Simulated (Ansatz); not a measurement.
# PH (SMILES [PH]): U-revPBE/cc-pVTZ

Aim: the electronic atomisation energy of PH at U-revPBE/cc-pVTZ, from 3 runs. 

The results are computed with Ansatz 0.2.0.

30 further runs of the same task are left out: 30 set aside as unsound or not needed.

**1. The molecule**

The species is PH (2 atoms), meant as a triplet with charge 0. SMILES: `[PH]`. Geometry: relaxed at PBE0-D4/def2-TZVP.

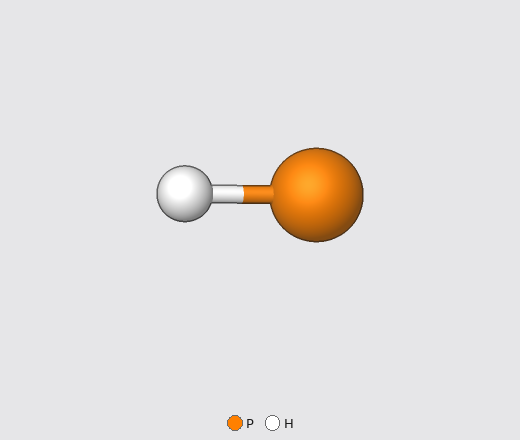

Viewed from a chosen angle; phosphorus orange, hydrogen white.

**2. The energy at U-revPBE/cc-pVTZ**

in.yaml reads:

```yaml
crystal:
  periodic: [false, false, false]
  atoms:
    - {symbol: P, position_ang: [-0.000000, -0.000000, -0.014610]}
    - {symbol: H, position_ang: [0.000000, 0.000000, 1.413680]}
basis:
  gaussian:
    orbitals: cc-pVTZ
accuracy: high
magnetization:
  spin_polarized: true
  initial_magnetization: 2
hamiltonian:
  xc: {name: revPBE}
output: {orbitals: {seedname: orbitals}}
```

Started as:

```console
$ ansatz run in.yaml --threads 1 --pin off --max-ram 3480MiB --events-out events.jsonl --progress --plain --runs-dir runs
```

Output:

```text
Warning: RAYON_NUM_THREADS=1 ignored (pool sized by the plan → 1); use --threads N
Functional definition: revPBE
  name "revPBE"
  parameter kappa = 1.245
  parameter beta = 0.06672455060314922
  exchange = pbe_x(kappa = kappa, mu = beta*pi^2/3)
  correlation = pbe_c(beta = beta)
622 factors; integrals over basis functions are off by at most 3.8e-9 eV
mean field evaluation 1: about -9301.1638 eV, gradient 7.1e0 eV
mean field evaluation 2: about -9301.3855 eV, gradient 4.8e0 eV
mean field evaluation 4: about -9301.5688 eV, gradient 4.3e-1 eV
mean field evaluation 8: about -9301.5682 eV, gradient 2.8e-3 eV
mean field evaluation 16: about -9301.5682 eV, gradient 3.9e-8 eV
mean field -9301.56821502 eV, -341.8263270727 hartree, gradient 5.1e-8 eV, S^2 2.007448; 0 other end points of the search recorded, 0 dependent functions left out
reference -9301.56821780 eV, -341.8263271747 hartree; 9, 7 occupied and 39, 41 virtual orbitals, 622 factors
Total energy: -9301.56821780 eV, -341.8263271747 hartree
```

Run time: 1 s. Hardware: 1 thread of Arm Neoverse V2, shared host; peak memory 0.1 GiB.

**3. The H atom**

in.yaml reads:

```yaml
crystal:
  periodic: [false, false, false]
  atoms:
    - {symbol: H, position_ang: [0.000000, 0.000000, 0.000000]}
basis:
  gaussian: {orbitals: cc-pVTZ}
magnetization: {spin_polarized: true, initial_magnetization: 1}
hamiltonian: {xc: {name: revPBE}}
accuracy: high
```

Run the same way, it converges to -0.50413 Eh (log not shown).

**4. The P atom at the same level**

in.yaml reads:

```yaml
crystal:
  periodic: [false, false, false]
  atoms:
    - symbol: P
      position_ang: [0.000000, 0.000000, 0.000000]
basis:
  gaussian: {orbitals: cc-pVTZ}
magnetization: {spin_polarized: true, initial_magnetization: 3}
hamiltonian: {xc: {name: revPBE}}
accuracy: high
```

Run the same way, it converges to -341.20553 Eh (log not shown).

**5. What came out**

At U-revPBE/cc-pVTZ:

| quantity | value |
| --- | --- |
| molecule: total energy | -341.82633 Eh |
| molecule: HOMO energy (highest over α and β) | -6.11 eV |
| molecule: LUMO energy (lowest over α and β) | -3.79 eV |
| molecule: ⟨S²⟩ | 2.007 |
| H atom: total energy | -0.50413 Eh |
| H atom: ⟨S²⟩ | 0.750 |
| P atom: total energy | -341.20553 Eh |
| P atom: ⟨S²⟩ | 3.750 |
| electronic atomisation energy | 3.175 eV |

**Reading.** Taking the molecule apart into free atoms costs 3.17 eV (73 kcal/mol), before zero-point energy and without spin-orbit coupling.
